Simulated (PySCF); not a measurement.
# OF2 (oxygen difluoride): r2SCAN/cc-pVTZ

What is the vertical ionisation energy of OF2 (oxygen difluoride) at r2SCAN/cc-pVTZ? Input form: a Python script.

The results are computed with PySCF 2.14.0.

1 further run of the same task is left out (set aside as unsound or not needed).

**1. The molecule**

OF2 has 3 atoms, charge 0, and is taken as a singlet. As SMILES, `FOF`. The coordinates come from a GFN2-xTB relaxation.

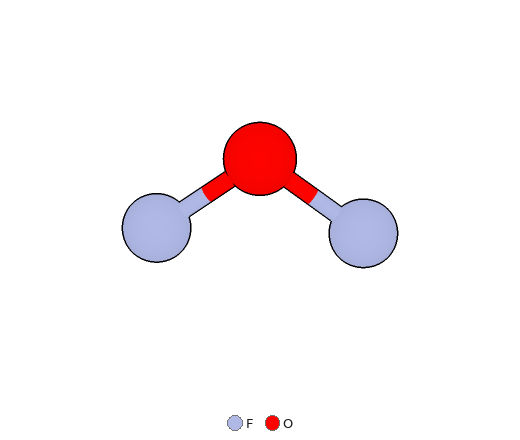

Viewed from a chosen angle; fluorine light blue, oxygen red.

**2. A single-point energy at r2SCAN/cc-pVTZ**

Contents of input.py:

```python
# oxygen difluoride
from pyscf import gto, dft

molecule = gto.M(
    atom='''
F      1.806937    -0.624611     0.927667
O      0.001380     1.029712     0.113516
F     -1.808317    -0.405101    -1.041182
''',
    charge=0,
    verbose=4,
    max_memory=1860,
    unit='bohr',
    basis='cc-pvtz',
)

mf = dft.RKS(molecule, xc='r2scan')
mf.conv_tol = 1e-10
mf.grids.level = 5
mf.kernel()
if not mf.converged:
    mf = mf.newton().run(mf.mo_coeff, mf.mo_occ)

e_final = mf.e_tot
print('E(%s) = %.9f' % ('R2SCAN', e_final))
```

Launch:

```bash
$ OMP_NUM_THREADS=1 python input.py
```

Output:

```text
PySCF version 2.14.0

[INPUT] num. atoms = 3
[INPUT] num. electrons = 26
[INPUT] charge = 0
[INPUT] spin (= nelec alpha-beta = 2S) = 0
[INPUT] symmetry False subgroup None
[INPUT] Mole.unit = bohr
[INPUT] Symbol           X                Y                Z      unit          X                Y                Z       unit  Magmom
[INPUT]  1 F      0.956189881968  -0.330529906890   0.490900235723 AA    1.806937000000  -0.624611000000   0.927667000000 Bohr   0.0
[INPUT]  2 O      0.000730264551   0.544900124211   0.060070080275 AA    0.001380000000   1.029712000000   0.113516000000 Bohr   0.0
[INPUT]  3 F     -0.956920146519  -0.214370217321  -0.550969786820 AA   -1.808317000000  -0.405101000000  -1.041182000000 Bohr   0.0

nuclear repulsion = 75.4333826333557
number of shells = 27
number of NR pGTOs = 126
number of NR cGTOs = 90
basis = cc-pvtz
ecp = {}

******** <class 'pyscf.dft.rks.RKS'> ********
method = RKS
initial guess = minao
damping factor = 0
level_shift factor = 0
DIIS = <class 'pyscf.scf.diis.CDIIS'>
diis_start_cycle = 1
diis_space = 8
diis_damp = 0
SCF conv_tol = 1e-10
SCF conv_tol_grad = None
SCF max_cycles = 50
direct_scf = True
direct_scf_tol = 1e-13
XC library pyscf.dft.libxc version 7.0.0
    S. Lehtola, C. Steigemann, M. J.T. Oliveira, and M. A.L. Marques.,  SoftwareX 7, 1–5 (2018)
XC functionals = r2scan
    J. W. Furness, A. D. Kaplan, J. Ning, J. P. Perdew, and J. Sun.,  J. Phys. Chem. Lett. 11, 8208-8215 (2020)
    J. W. Furness, A. D. Kaplan, J. Ning, J. P. Perdew, and J. Sun.,  J. Phys. Chem. Lett. 11, 9248-9248 (2020)
    J. W. Furness, A. D. Kaplan, J. Ning, J. P. Perdew, and J. Sun.,  J. Phys. Chem. Lett. 11, 8208-8215 (2020)
    J. W. Furness, A. D. Kaplan, J. Ning, J. P. Perdew, and J. Sun.,  J. Phys. Chem. Lett. 11, 9248-9248 (2020)
radial grids:
    Treutler-Ahlrichs [JCP 102, 346 (1995); DOI:10.1063/1.469408] (M4) radial grids

becke partition: Becke, JCP 88, 2547 (1988); DOI:10.1063/1.454033
pruning grids: <function nwchem_prune>
grids dens level: 5
symmetrized grids: False
atomic radii adjust function: <function treutler_atomic_radii_adjust>
small_rho_cutoff = 0
Set gradient conv threshold to 1e-05
Initial guess from minao.
tot grids = 130736
init E= -274.982290447237
  HOMO = -0.293053115449766  LUMO = -0.0990023317969584  gap/eV = 5.28039
cycle= 1 E= -274.622629770702  delta_E= 0.36  |g|= 0.487  |ddm|= 1.52
  HOMO = -0.299374148135501  LUMO = -0.133094327308893  gap/eV = 4.52470
cycle= 2 E= -274.485990909536  delta_E= 0.137  |g|= 1.05  |ddm|= 0.533
  HOMO = -0.274290544584069  LUMO = -0.107520237402825  gap/eV = 4.53805
cycle= 3 E= -274.651159810172  delta_E= -0.165  |g|= 0.159  |ddm|= 0.449
  HOMO = -0.280986090282758  LUMO = -0.106479750187107  gap/eV = 4.74856
cycle= 4 E= -274.655256546533  delta_E= -0.0041  |g|= 0.019  |ddm|= 0.083
  HOMO = -0.282355564368491  LUMO = -0.108600659728065  gap/eV = 4.72811
cycle= 5 E= -274.655307318382  delta_E= -5.08e-05  |g|= 0.0048  |ddm|= 0.00814
  HOMO = -0.281468666740579  LUMO = -0.107661829692653  gap/eV = 4.72952
cycle= 6 E= -274.65531054269  delta_E= -3.22e-06  |g|= 0.00108  |ddm|= 0.00266
  HOMO = -0.281502558585654  LUMO = -0.107706825346575  gap/eV = 4.72922
cycle= 7 E= -274.655310607054  delta_E= -6.44e-08  |g|= 0.000868  |ddm|= 0.000871
  HOMO = -0.281534022606049  LUMO = -0.107744181692043  gap/eV = 4.72906
cycle= 8 E= -274.655310728837  delta_E= -1.22e-07  |g|= 4.73e-05  |ddm|= 0.000416
  HOMO = -0.28153268936892  LUMO = -0.10774298621639  gap/eV = 4.72906
cycle= 9 E= -274.655310729146  delta_E= -3.09e-10  |g|= 2.46e-06  |ddm|= 2.27e-05
  HOMO = -0.281532713097988  LUMO = -0.107742870458519  gap/eV = 4.72906
cycle= 10 E= -274.655310729146  delta_E= -2.27e-13  |g|= 6.05e-07  |ddm|= 1.29e-06
  HOMO = -0.281532674286559  LUMO = -0.107742870750863  gap/eV = 4.72906
Extra cycle  E= -274.655310729146  delta_E= 9.09e-13  |g|= 1.04e-06  |ddm|= 6.92e-07
converged SCF energy = -274.655310729146
E(R2SCAN) = -274.655310729
```

Run time: 16 s. Hardware: 1 thread of Arm Neoverse V2, shared host; peak memory 0.46 GiB.

**3. The doublet cation, same level**

Contents of input.py:

```python
from pyscf import gto, dft

mol = gto.Mole()
mol.atom = 'F 0.956190 -0.330530 0.490900; O 0.000730 0.544900 0.060070; F -0.956920 -0.214370 -0.550970'
mol.verbose = 4
mol.max_memory = 1860
mol.charge = 1
mol.basis = 'cc-pvtz'
mol.spin = 1
mol.build()

ks = dft.UKS(mol, xc='r2scan')
ks.grids.level = 5
ks.conv_tol = 1e-10
ks.kernel()
if not ks.converged:
    ks = ks.newton().run(ks.mo_coeff, ks.mo_occ)

energy = ks.e_tot
print(f'total energy: {energy:.8f} hartree')
```

Launch:

```bash
$ OMP_NUM_THREADS=1 python input.py
```

Output:

```text
PySCF version 2.14.0

[INPUT] num. atoms = 3
[INPUT] num. electrons = 25
[INPUT] charge = 1
[INPUT] spin (= nelec alpha-beta = 2S) = 1
[INPUT] symmetry False subgroup None
[INPUT] Mole.unit = angstrom
[INPUT] Symbol           X                Y                Z      unit          X                Y                Z       unit  Magmom
[INPUT]  1 F      0.956190000000  -0.330530000000   0.490900000000 AA    1.806937223048  -0.624611175952   0.927666554549 Bohr   0.0
[INPUT]  2 O      0.000730000000   0.544900000000   0.060070000000 AA    0.001379500071   1.029711765276   0.113515848303 Bohr   0.0
[INPUT]  3 F     -0.956920000000  -0.214370000000  -0.550970000000 AA   -1.808316723119  -0.405100589323  -1.041182402852 Bohr   0.0

nuclear repulsion = 75.4333872868266
number of shells = 27
number of NR pGTOs = 126
number of NR cGTOs = 90
basis = cc-pvtz
ecp = {}

******** <class 'pyscf.dft.uks.UKS'> ********
method = UKS
initial guess = minao
damping factor = 0
level_shift factor = 0
DIIS = <class 'pyscf.scf.diis.CDIIS'>
diis_start_cycle = 1
diis_space = 8
diis_damp = 0
SCF conv_tol = 1e-10
SCF conv_tol_grad = None
SCF max_cycles = 50
direct_scf = True
direct_scf_tol = 1e-13
number electrons alpha = 13  beta = 12
XC library pyscf.dft.libxc version 7.0.0
    S. Lehtola, C. Steigemann, M. J.T. Oliveira, and M. A.L. Marques.,  SoftwareX 7, 1–5 (2018)
XC functionals = r2scan
    J. W. Furness, A. D. Kaplan, J. Ning, J. P. Perdew, and J. Sun.,  J. Phys. Chem. Lett. 11, 8208-8215 (2020)
    J. W. Furness, A. D. Kaplan, J. Ning, J. P. Perdew, and J. Sun.,  J. Phys. Chem. Lett. 11, 9248-9248 (2020)
    J. W. Furness, A. D. Kaplan, J. Ning, J. P. Perdew, and J. Sun.,  J. Phys. Chem. Lett. 11, 8208-8215 (2020)
    J. W. Furness, A. D. Kaplan, J. Ning, J. P. Perdew, and J. Sun.,  J. Phys. Chem. Lett. 11, 9248-9248 (2020)
radial grids:
    Treutler-Ahlrichs [JCP 102, 346 (1995); DOI:10.1063/1.469408] (M4) radial grids

becke partition: Becke, JCP 88, 2547 (1988); DOI:10.1063/1.454033
pruning grids: <function nwchem_prune>
grids dens level: 5
symmetrized grids: False
atomic radii adjust function: <function treutler_atomic_radii_adjust>
small_rho_cutoff = 0
Set gradient conv threshold to 1e-05
tot grids = 130736
init E= -274.982290707066
[... the frontier-level lines of each cycle are left out ...]


cycle= 1 E= -274.038563018849  delta_E= 0.944  |g|= 0.649  |ddm|=  1.1
cycle= 2 E= -272.952995557826  delta_E= 1.09  |g|= 1.94  |ddm|= 0.924
cycle= 3 E= -274.176654089052  delta_E= -1.22  |g|= 0.242  |ddm|= 0.721
cycle= 4 E= -274.190892009061  delta_E= -0.0142  |g|= 0.0676  |ddm|= 0.108
cycle= 5 E= -274.189942954433  delta_E= 0.000949  |g|= 0.08  |ddm|= 0.0544
cycle= 6 E= -274.192249882218  delta_E= -0.00231  |g|= 0.00684  |ddm|= 0.0396
cycle= 7 E= -274.192268360733  delta_E= -1.85e-05  |g|= 0.00152  |ddm|= 0.00367
cycle= 8 E= -274.192269832757  delta_E= -1.47e-06  |g|= 0.000496  |ddm|= 0.00122
cycle= 9 E= -274.192270263665  delta_E= -4.31e-07  |g|= 0.000232  |ddm|= 0.000913
cycle= 10 E= -274.19227033983  delta_E= -7.62e-08  |g|= 9.25e-05  |ddm|= 0.000521
cycle= 11 E= -274.192270342906  delta_E= -3.08e-09  |g|= 1.57e-05  |ddm|= 5.66e-05
cycle= 12 E= -274.19227034299  delta_E= -8.39e-11  |g|= 5.74e-06  |ddm|= 1.08e-05
Extra cycle  E= -274.192270342874  delta_E= 1.17e-10  |g|= 1.99e-05  |ddm|= 9.4e-06
converged SCF energy = -274.192270342874  <S^2> = 0.75356761  2S+1 = 2.0035644
total energy: -274.19227034 hartree
```

It took 37 s on 1 thread of Arm Neoverse V2, shared host; peak memory 0.49 GiB.

**4. What came out**

At r2SCAN/cc-pVTZ:

```
                                          quantity          value
                         singlet OF2: total energy  -274.65531 Eh
                        singlet OF2: dipole moment         0.20 D
                          singlet OF2: HOMO energy       -7.66 eV
                          singlet OF2: LUMO energy       -2.93 eV
                        singlet OF2: HOMO–LUMO gap        4.73 eV
                      doublet cation: total energy  -274.19227 Eh
doublet cation: HOMO energy (highest over α and β)      -19.99 eV
 doublet cation: LUMO energy (lowest over α and β)      -17.47 eV
                              doublet cation: ⟨S²⟩          0.754
vertical ionisation energy (to the doublet cation)      12.600 eV
```

What this shows: Removing an electron at fixed nuclei costs 12.60 eV (1216 kJ/mol). −ε(HOMO) before ionisation, 7.66 eV, is 4.94 eV below this ionisation energy. Mulliken charges (singlet OF2) run from -0.06 on F3 to +0.13 on O2; they depend strongly on the basis.
